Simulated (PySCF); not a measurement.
SMILES Cl[B]B(Cl)Cl, doublet at its CAM-B3LYP/def2-SVP optimised geometry (Å):

```
5

Cl     2.0783    -0.0022    -0.0003
B      0.3973     0.0014     0.0000
B     -1.1974     0.0014     0.0000
Cl    -2.0783     1.5321     0.0000
Cl    -2.0740    -1.5321     0.0003
```

Level of theory: unrestricted CAM-B3LYP/def2-TZVP (PySCF).

Map of the spin density (e/bohr³) on the plane z = 0.8 Å:

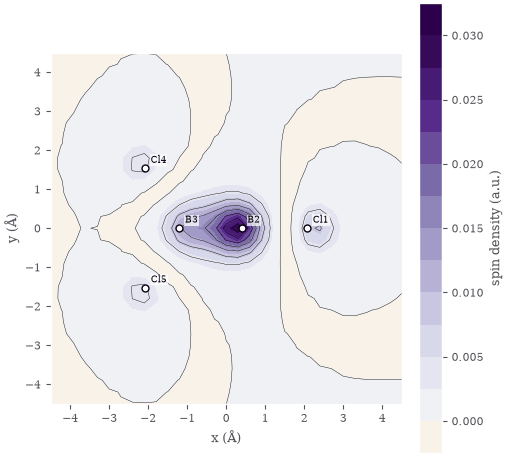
*Spin density (e/bohr³) on the plane z = 0.8 Å.*
